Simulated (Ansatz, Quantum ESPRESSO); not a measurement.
# Er (P6_3/mmc): electron-phonon coupling, part 2 of 4

Wanted: the coupling constant λ of Er (P6_3/mmc) at ambient pressure.

Quantum ESPRESSO 7.5; DFT PBE, scalar-relativistic, plane waves, PseudoDojo norm-conserving, 4f in core pseudopotentials.

So far. Step 2 (A probe with smearing): No gap opens on this mesh, so smearing is kept; the start stands at -1.3 GPa. Step 5 (Self-consistent run for the response): The cell stands at -0.032 GPa, close enough for phonons. The relaxed cell has a = 3.530, c = 5.502 Å (conventional setting).

### 6. Levels on a dense mesh

The coupling is a sum over pairs of states at the Fermi level and needs a much denser mesh than the density does.

File scf_fit.in:

```
&CONTROL
  calculation = 'scf'
  prefix      = 'x'
  outdir      = './tmp'
  pseudo_dir  = './pseudo'
  tprnfor     = .true.
  tstress     = .true.
/
&SYSTEM
  ibrav       = 4
  celldm(1)   = 6.67142301
  celldm(3)   = 1.55861045
  nat         = 2
  ntyp        = 1
  ecutwfc     = 44.0
  occupations = 'smearing'
  smearing    = 'mv'
  degauss     = 0.02
  la2F        = .true.
/
&ELECTRONS
  conv_thr         = 1.0d-10
  mixing_beta      = 0.7
  electron_maxstep = 100
/
ATOMIC_SPECIES
 Er    167.2590  Er.upf
ATOMIC_POSITIONS crystal
 Er     0.333333333   0.666666667   0.250000000
 Er     0.666666667   0.333333333   0.750000000
K_POINTS automatic
 24 24 16 0 0 0
```

Started as:

```bash
$ OMP_NUM_THREADS=1 mpirun -n 8 pw.x -nk 8 -in scf_fit.in > scf_fit.out
```

Numbers of over 12 decimals in the logs are rounded to 6 here.

Log:

```text
[banners, grids, parts of the stress and lines that vanish by symmetry left out]
[banner, memory and clock lines left out]
Program PWSCF v.7.5

[...]
kinetic-energy cutoff     =      44.0000  Ry
     charge density cutoff     =     176.0000  Ry
     scf convergence threshold =      1.0E-10
[...]
Exchange-correlation= PBE
                           (   1   4   3   4   0   0   0)
[...]
24 Sym. Ops., with inversion, found (12 have fractional translation)
[...]
number of k points=   549  Marzari-Vanderbilt smearing, width (Ry)=  0.0200
[...]
End of self-consistent calculation
[...]
the Fermi energy is    10.5486 ev
!    total energy              =    -180.57524466 Ry
[...]
convergence has been achieved in   7 iterations
[...]
atom    1 type  1   force =     0.00000000   -0.00000000    0.00000000
     atom    2 type  1   force =    -0.00000000    0.00000000    0.00000000
     Total force =     0.000000     Total SCF correction =     0.000000
[...]
total   stress  (Ry/bohr**3)                   (kbar)     P=       -0.39
[...]
XML data file, charge density, pseudopotentials, collected wavefunctions
```

The job ended after 49 s (8 MPI ranks of Intel Xeon at 2.70GHz, shared host; 6.5 min of CPU time).

Numbers from this step:

```yaml
pressure: -0.03867 GPa
```

### 7. Self-consistent run for the response

The run on the dense mesh left its levels for the electron-phonon sums; ph.x needs the ground state on the coarse mesh, so pw.x runs once more in the same folder.

File scf.in:

```
&CONTROL
  calculation = 'scf'
  prefix      = 'x'
  outdir      = './tmp'
  pseudo_dir  = './pseudo'
  tprnfor     = .true.
  tstress     = .true.
/
&SYSTEM
  ibrav       = 4
  celldm(1)   = 6.67142301
  celldm(3)   = 1.55861045
  nat         = 2
  ntyp        = 1
  ecutwfc     = 44.0
  occupations = 'smearing'
  smearing    = 'mv'
  degauss     = 0.02
/
&ELECTRONS
  conv_thr         = 1.0d-12
  mixing_beta      = 0.7
  electron_maxstep = 100
/
ATOMIC_SPECIES
 Er    167.2590  Er.upf
ATOMIC_POSITIONS crystal
 Er     0.333333333   0.666666667   0.250000000
 Er     0.666666667   0.333333333   0.750000000
K_POINTS automatic
 12 12 8 0 0 0
```

Started as:

```bash
$ OMP_NUM_THREADS=1 mpirun -n 8 pw.x -nk 8 -in scf.in > scf.out
```

Log:

```text
[banners, grids, parts of the stress and lines that vanish by symmetry left out]
[banner, memory and clock lines left out]
Program PWSCF v.7.5

[...]
kinetic-energy cutoff     =      44.0000  Ry
     charge density cutoff     =     176.0000  Ry
     scf convergence threshold =      1.0E-12
[...]
Exchange-correlation= PBE
                           (   1   4   3   4   0   0   0)
[...]
24 Sym. Ops., with inversion, found (12 have fractional translation)
[...]
number of k points=    95  Marzari-Vanderbilt smearing, width (Ry)=  0.0200
[...]
End of self-consistent calculation
[...]
the Fermi energy is    10.5497 ev
!    total energy              =    -180.57524118 Ry
[...]
convergence has been achieved in   9 iterations
[...]
atom    1 type  1   force =    -0.00000000   -0.00000000    0.00000000
     atom    2 type  1   force =     0.00000000    0.00000000    0.00000000
     Total force =     0.000000     Total SCF correction =     0.000000
[...]
total   stress  (Ry/bohr**3)                   (kbar)     P=       -0.32
[...]
XML data file, charge density, pseudopotentials, collected wavefunctions
```

Wall time 12 s (8 MPI ranks).

This step gave:

- pressure: -0.032 GPa

### 8. Linear response on the mesh

Linear response treats each wavevector in the unit cell, with no supercell; the 3×3×2 mesh fixes the range of the force constants to be had. The change of the potential is kept for the electron-phonon matrix elements.

File ph.in:

```
phonons
&INPUTPH
  prefix          = 'x'
  outdir          = './tmp'
  fildyn          = 'x.dyn'
  tr2_ph          = 1.0d-18
  alpha_mix(1)    = 0.4
  nmix_ph         = 8
  ldisp           = .true.
  nq1             = 3
  nq2             = 3
  nq3             = 2
  electron_phonon = 'interpolated'
  fildvscf        = 'dvscf'
  el_ph_sigma     = 0.005
  el_ph_nsigma    = 10
/
```

Started as:

```bash
$ OMP_NUM_THREADS=1 mpirun -n 8 ph.x -nk 8 -in ph.in > ph.out
```

Log:

```text
[banners, grids, parts of the stress and lines that vanish by symmetry left out]
[banner, memory and clock lines left out]
Program PHONON v.7.5

[...]
Exchange-correlation= PBE
                           (   1   4   3   4   0   0   0)
[...]
(   6 q-points):
[...]
kinetic-energy cut-off    =      44.0000  Ry
     charge density cut-off    =     176.0000  Ry
     convergence threshold     =      1.0E-18
[...]
Exchange-correlation= PBE
                           (   1   4   3   4   0   0   0)
[...]
q = (   0.0000000   0.0000000   0.0000000 )
     25 Sym.Ops. (with q -> -q+G )
     G cutoff =  198.4220  (  15781 G-vectors)     FFT grid: ( 30, 30, 48)
     number of k points=    95  Marzari-Vanderbilt smearing, width (Ry)=  0.0200
[...]
Mode symmetry, D_6h(6/mmm) point group:
[...]
Representation #   1 mode #   1
[...]
End of self-consistent calculation
     Convergence has been achieved
     Representation #   2 modes #   2   3
[...]
End of self-consistent calculation
     Convergence has been achieved
     Representation #   3 mode #   4
[...]
End of self-consistent calculation
     Convergence has been achieved
     Representation #   4 modes #   5   6
[...]
End of self-consistent calculation
     Convergence has been achieved
[...]
q = (    0.000000000   0.000000000   0.000000000 )
[...]
freq (    1) =      -0.009753 [THz] =      -0.325321 [cm-1]
     freq (    2) =      -0.009753 [THz] =      -0.325321 [cm-1]
     freq (    3) =       0.005266 [THz] =       0.175647 [cm-1]
     freq (    4) =       2.104936 [THz] =      70.213123 [cm-1]
     freq (    5) =       2.104936 [THz] =      70.213123 [cm-1]
     freq (    6) =       3.638151 [THz] =     121.355654 [cm-1]
[...]
Mode symmetry, D_6h(6/mmm) point group:
     freq (   1-   2) =         -0.3  [cm-1]   --> E_1u            I
     freq (   3-   3) =          0.2  [cm-1]   --> A_2u            I
     freq (   4-   5) =         70.2  [cm-1]   --> E_2g            R
     freq (   6-   6) =        121.4  [cm-1]   --> B_1g
[...]
lambda(    1)=  0.0000   gamma=    0.01 GHz
     lambda(    2)=  0.0000   gamma=    0.01 GHz
     lambda(    3)=  0.0000   gamma=    0.00 GHz
     lambda(    4)=  0.1976   gamma=   18.87 GHz
     lambda(    5)=  0.1973   gamma=   18.84 GHz
     lambda(    6)=  0.0544   gamma=   15.53 GHz
[...]
Representation #   1 modes #   1   2
[...]
Convergence has been achieved
     Representation #   2 modes #   3   4   5   6
[...]
Convergence has been achieved
[...]
q = (    0.000000000   0.000000000  -0.320798568 )
[...]
freq (    1) =       1.452433 [THz] =      48.447955 [cm-1]
     freq (    2) =       1.452433 [THz] =      48.447955 [cm-1]
     freq (    3) =       1.452433 [THz] =      48.447955 [cm-1]
     freq (    4) =       1.452433 [THz] =      48.447955 [cm-1]
     freq (    5) =       2.565344 [THz] =      85.570680 [cm-1]
     freq (    6) =       2.565344 [THz] =      85.570680 [cm-1]
[...]
lambda(    1)=  0.0647   gamma=    2.94 GHz
     lambda(    2)=  0.0652   gamma=    2.97 GHz
     lambda(    3)=  0.0652   gamma=    2.97 GHz
     lambda(    4)=  0.0645   gamma=    2.93 GHz
     lambda(    5)=  0.0846   gamma=   12.00 GHz
     lambda(    6)=  0.0852   gamma=   12.08 GHz
[...]
Mode symmetry, C_2v (mm2)  point group:
[...]
Representation #   1 mode #   1
[...]
Convergence has been achieved
     Representation #   2 mode #   2
[...]
Convergence has been achieved
[...]
Convergence has been achieved
[...]
Convergence has been achieved
[...]
Convergence has been achieved
[...]
Convergence has been achieved
[...]
q = (    0.000000000   0.384900179   0.000000000 )
[...]
freq (    1) =       1.571661 [THz] =      52.424958 [cm-1]
     freq (    2) =       1.699107 [THz] =      56.676107 [cm-1]
[...]
Mode symmetry, C_2v (mm2)  point group:
     freq (   1-   1) =         52.4  [cm-1]   --> B_1  D_3  S_3
     freq (   2-   2) =         56.7  [cm-1]   --> B_2  D_4  S_4
     freq (   3-   3) =         89.6  [cm-1]   --> A_1  D_1  S_1
     freq (   4-   4) =         93.3  [cm-1]   --> B_1  D_3  S_3
     freq (   5-   5) =         99.3  [cm-1]   --> A_1  D_1  S_1
     freq (   6-   6) =        116.1  [cm-1]   --> B_2  D_4  S_4
[...]
lambda(    1)=  0.1048   gamma=    5.58 GHz
     lambda(    2)=  0.1057   gamma=    6.58 GHz
[...]
Convergence has been achieved
[...]
Convergence has been achieved
[...]
Convergence has been achieved
[...]
q = (    0.000000000   0.384900179  -0.320798568 )
[...]
Mode symmetry, D_3h (-62m) point group:
[...]
Representation #   1 mode #   1
[...]
Convergence has been achieved
     Representation #   2 mode #   2
[...]
Convergence has been achieved
     Representation #   3 modes #   3   4
[...]
Convergence has been achieved
     Representation #   4 modes #   5   6
[...]
Convergence has been achieved
[...]
q = (    0.333333333   0.577350269   0.000000000 )
[...]
freq (    5) =       2.979984 [THz] =      99.401577 [cm-1]
     freq (    6) =       3.277643 [THz] =     109.330405 [cm-1]
[...]
Mode symmetry, D_3h (-62m) point group:
     freq (   1-   2) =         85.7  [cm-1]   --> E'
     freq (   3-   4) =         87.8  [cm-1]   --> E''
     freq (   5-   5) =         99.4  [cm-1]   --> A'_2
     freq (   6-   6) =        109.3  [cm-1]   --> A'_1
[...]
lambda(    5)=  0.0496   gamma=    9.50 GHz
     lambda(    6)=  0.0892   gamma=   20.67 GHz
[...]
Representation #   1 modes #   1   2
[...]
Convergence has been achieved
     Representation #   2 modes #   3   4
[...]
End of self-consistent calculation
     Convergence has been achieved
     Representation #   3 modes #   5   6
[...]
End of self-consistent calculation
     Convergence has been achieved
[...]
q = (    0.333333333   0.577350269  -0.320798568 )
[...]
freq (    1) =       1.500429 [THz] =      50.048915 [cm-1]
     freq (    2) =       1.500429 [THz] =      50.048915 [cm-1]
     freq (    3) =       2.996799 [THz] =      99.962459 [cm-1]
     freq (    4) =       2.996799 [THz] =      99.962459 [cm-1]
     freq (    5) =       3.137113 [THz] =     104.642812 [cm-1]
     freq (    6) =       3.137113 [THz] =     104.642812 [cm-1]
[...]
lambda(    1)=  0.3674   gamma=   17.83 GHz
     lambda(    2)=  0.3681   gamma=   17.86 GHz
     lambda(    3)=  0.0745   gamma=   14.42 GHz
     lambda(    4)=  0.0743   gamma=   14.39 GHz
     lambda(    5)=  0.0812   gamma=   17.23 GHz
     lambda(    6)=  0.0808   gamma=   17.14 GHz
[...]
1   0.333333333   0.577350269  -0.320798568
          2  -0.333333333  -0.577350269   0.320798568


[key lines of the parts left out:]
the Fermi energy is    10.5497 ev
```

The job ended after 31 min (8 MPI ranks; 4.1 h of CPU time).

Numbers from this step:

* largest acoustic frequency at the zone centre before the sum rule: -0.33 cm⁻¹
* highest optical zone-centre mode (no LO-TO term): 121.4 cm⁻¹
* lowest optical zone-centre mode: 70.21 cm⁻¹
* lowest mode on the q mesh (acoustic ones at the zone centre apart): 48.45 cm⁻¹

Frequencies (cm⁻¹) at each irreducible wavevector; negative means imaginary. Frequencies by wavevector:

```tsv
q (fractions)	star	mode 1	mode 2	mode 3	mode 4	mode 5	mode 6
0 0 0	1	-0.33	-0.33	0.18	70.21	70.21	121.4
0 0 -0.5	1	48.45	48.45	48.45	48.45	85.57	85.57
0 0.3333 0	6	52.42	56.68	89.58	93.27	99.3	116.1
0 0.3333 -0.5	6	65.77	65.77	70.86	70.86	104.6	104.6
0.3333 0.3333 0	2	85.72	85.72	87.77	87.77	99.4	109.3
0.3333 0.3333 -0.5	2	50.05	50.05	99.96	99.96	104.6	104.6
```

Couplings of single modes at a Gaussian broadening of 0.02 Ry, as ph.x prints them; it sets λ to zero for modes under 20 cm⁻¹. Mode couplings:

```tsv
q (fractions)	mode	frequency (cm⁻¹)	λ	linewidth γ (GHz)
0 0 -0.5	1	48.45	0.0647	2.94
0 0 -0.5	2	48.45	0.0652	2.97
0 0 -0.5	3	48.45	0.0652	2.97
0 0 -0.5	4	48.45	0.0645	2.93
0 0 -0.5	5	85.57	0.0846	12
0 0 -0.5	6	85.57	0.0852	12.08
0 0.3333 0	1	52.42	0.1048	5.58
0 0.3333 0	2	56.68	0.1057	6.58
0 0.3333 0	3	89.58	0.075	11.67
0 0.3333 0	4	93.27	0.074	12.47
0 0.3333 0	5	99.3	0.1278	24.42
0 0.3333 0	6	116.1	0.0333	8.68
0 0.3333 -0.5	1	65.77	0.16	13.41
0 0.3333 -0.5	2	65.77	0.1558	13.06
0 0.3333 -0.5	3	70.86	0.1022	9.95
0 0.3333 -0.5	4	70.86	0.1055	10.26
0 0.3333 -0.5	5	104.6	0.0675	14.31
0 0.3333 -0.5	6	104.6	0.0657	13.92
0.3333 0.3333 0	1	85.72	0.1364	19.41
0.3333 0.3333 0	2	85.72	0.1386	19.73
0.3333 0.3333 0	3	87.77	0.1031	15.39
0.3333 0.3333 0	4	87.77	0.1031	15.39
0.3333 0.3333 0	5	99.4	0.0496	9.5
0.3333 0.3333 0	6	109.3	0.0892	20.67
0.3333 0.3333 -0.5	1	50.05	0.3674	17.83
0.3333 0.3333 -0.5	2	50.05	0.3681	17.86
0.3333 0.3333 -0.5	3	99.96	0.0745	14.42
0.3333 0.3333 -0.5	4	99.96	0.0743	14.39
0.3333 0.3333 -0.5	5	104.6	0.0812	17.23
0.3333 0.3333 -0.5	6	104.6	0.0808	17.14
```

Optical modes; normalised displacements of the dynamical-matrix file. Modes at Γ:

```tsv
mode	frequency (cm⁻¹)	symmetry
1	70.2	E2g
2	70.2	E2g
3	121.4	B1g
```

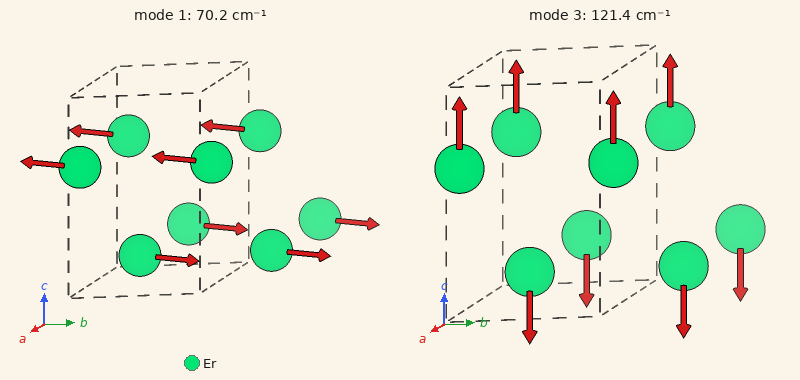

Displacement patterns of modes 1 and 3 at Γ; arrows are exaggerated. 2×2×1 cells are drawn.

The acoustic modes at Γ come out as far as 0.3 cm⁻¹ from zero, where they should vanish, a small numerical error.

### 9. Force constants in real space

The dynamical matrices of the mesh are Fourier-transformed to force constants in real space.

File q2r.in:

```
&INPUT
  fildyn = 'x.dyn'
  zasr   = 'crystal'
  flfrc  = 'x.fc'
  la2F   = .true.
/
```

Started as:

```bash
$ q2r.x < q2r.in > q2r.out
```

Log:

```text
[banners, grids, parts of the stress and lines that vanish by symmetry left out]
[banner, memory and clock lines left out]
Program Q2R v.7.5

  reading grid info from file x.dyn0

  reading force constants from file x.dyn1
  Dielectric Tensor not found
  nqs=            1
 q=   0.00000000  0.00000000  0.00000000
  reading force constants from file x.dyn2
  nqs=            1
 q=   0.00000000  0.00000000 -0.32079857
  reading force constants from file x.dyn3
  nqs=            6
[...]
reading force constants from file x.dyn4
  nqs=            6
[...]
reading force constants from file x.dyn5
  nqs=            2
[...]
reading force constants from file x.dyn6
  nqs=            2
 q=   0.33333333  0.57735027 -0.32079857
 q=  -0.33333333 -0.57735027  0.32079857

      q-space grid ok, #points =   18

      fft-check success (sum of imaginary terms < 10^-12)

   Preparing gamma for a2F

 Broadening =      0.005
      q-space grid ok, #points =   18

      fft-check success (sum of imaginary terms < 10^-12)

 Broadening =      0.010
[...]
Broadening =      0.045
      q-space grid ok, #points =   18

      fft-check success (sum of imaginary terms < 10^-12)

 Broadening =      0.050
      q-space grid ok, #points =   18

      fft-check success (sum of imaginary terms < 10^-12)
```

It took 0.78 s on 1 thread.

### 10. Interpolated phonon bands

From the force constants any wavevector is cheap; points of the mesh come back as solved, but for the sum rule and, in polar crystals, the LO-TO term at Γ; the rest is interpolation.

File matdyn.in:

```
&INPUT
  asr              = 'crystal'
  flfrc            = 'x.fc'
  flfrq            = 'x.freq'
  flvec            = 'x.modes'
  q_in_band_form   = .true.
  q_in_cryst_coord = .true.
/
12
  0.0000000   0.0000000   0.0000000  12  ! GAMMA
  0.5000000   0.0000000   0.0000000  12  ! M
  0.3333333   0.3333333   0.0000000  12  ! K
  0.0000000   0.0000000   0.0000000  12  ! GAMMA
  0.0000000   0.0000000   0.5000000  12  ! A
  0.5000000   0.0000000   0.5000000  12  ! L
  0.3333333   0.3333333   0.5000000  12  ! H
  0.0000000   0.0000000   0.5000000   1  ! A
  0.5000000   0.0000000   0.5000000  12  ! L
  0.5000000   0.0000000   0.0000000   1  ! M
  0.3333333   0.3333333   0.5000000  12  ! H
  0.3333333   0.3333333   0.0000000   1  ! K
```

Started as:

```bash
$ matdyn.x -in matdyn.in > matdyn.out
```

Log:

```text
[banner, memory and clock lines left out]
Program MATDYN v.7.5

 mass for atomic type   1 not given; uses mass from file x.fc
 Norm of the difference between old and new effective charges:    0.000000

 Norm of the difference between old and new force-constants:   4.56028e-07

     Message from routine matdyn:
     Z* not found in file x.fc, TO-LO splitting at q=0 will be absent!
     Message from routine matdyn:
     Z* not found in file x.fc, TO-LO splitting at q=0 will be absent!

Note: The following floating-point exceptions are signalling: IEEE_UNDERFLOW_FLAG
```

The job ended after 0.79 s (1 thread).

This step gave:

```
lowest frequency on the path      : 0 cm⁻¹
mean frequency                    : 81.2 cm⁻¹
Debye temperature (second moment) : 156 K
logarithmic mean frequency        : 77.6 cm⁻¹
```

Matdyn.x, sum rule crystal. Phonon branches along the path, in cm⁻¹:

```tsv
point	branch 1	branch 2	branch 3	branch 4	branch 5	branch 6
Γ	0	0	0	70	70	121
M	58	67	99	103	106	110
K	86	86	88	88	99	109
Γ	0	0	0	70	70	121
A	48	48	48	48	86	86
L	65	65	76	76	113	113
H	50	50	100	100	105	105
A	48	48	48	48	86	86
jump to L	65	65	76	76	113	113
M	58	67	99	103	106	110
jump to H	50	50	100	100	105	105
K	86	86	88	88	99	109
```

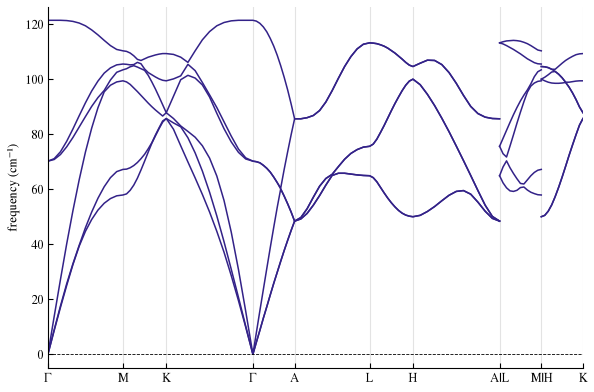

Phonon branches along the path.

Lowest modes at the softest wavevector of the mesh; phase exp(i q.(R + tau)). Modes at q = (0.000, 0.000, 0.500):

```tsv
mode	frequency (cm⁻¹)
1	48.4
2	48.4
3	48.4
4	48.4
5	85.6
6	85.6
```

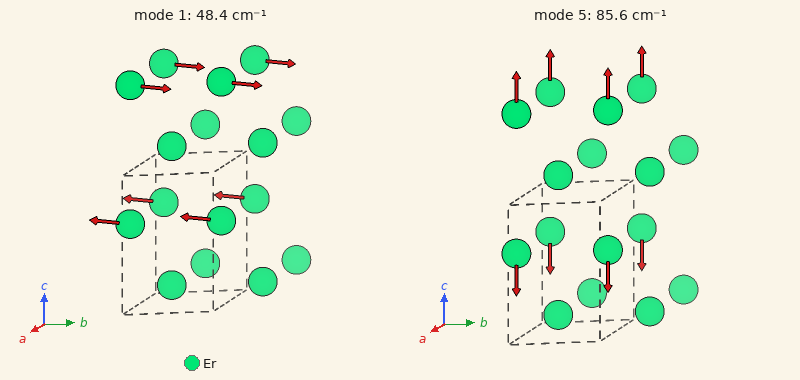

Displacement patterns of modes 1 and 5 at q = (0.000, 0.000, 0.500); arrows are exaggerated. 2×2×2 cells are drawn.

Force constants by pair (phonopy on the run's constants); pairs near half the supercell's span include their periodic images. Pair force constants, by row:

```tsv
atom	neighbour	distance (Å)	third of the trace (eV/Å²)	along the pair's line (eV/Å²)
Er1	itself	0	4.361	–
Er1	Er	3.424	-0.4648	-1.263
Er1	Er	3.53	-0.286	-0.8008
Er1	Er	4.918	0.0822	0.1312
Er1	Er	5.502	0.2468	0.4889
Er1	Er	6.054	-0.0375	-0.0879
Er1	Er	6.115	-0.0767	-0.0877
Er1	Er	6.538	-0.0256	-0.0283
Er2	itself	0	4.361	–
Er2	Er	3.424	-0.4648	-1.263
Er2	Er	3.53	-0.286	-0.8008
Er2	Er	4.918	0.0822	0.1312
Er2	Er	5.502	0.2468	0.4889
Er2	Er	6.054	-0.0375	-0.0879
Er2	Er	6.115	-0.0767	-0.0877
Er2	Er	6.538	-0.0256	-0.0283
```

Harmonic mean-square displacement, third of the trace. Mean-square displacements:

```tsv
T (K)	Er1 U_eq (Å²)	Er2 U_eq (Å²)
0	0.00138	0.00138
100	0.00331	0.00331
300	0.00929	0.00929
600	0.01847	0.01847
```

Mode patterns, pair constants, displacements and means over the zone were worked out by phonopy from the force constants of q2r.x.

All branches are real along the path.

[end of part 2 of 4]

[Host names and launcher messages were left out of these logs when they were recorded.]

[Logs are printed without paths, hosts, clocks, repeated set-up lines and the standing remarks that a program may print on its own settings, such as how far it seeks lower states.]

[Hosts, paths, dates, database ids (printed as entryN), source tags and the programs' standing remarks are cut or masked in the printed files.]
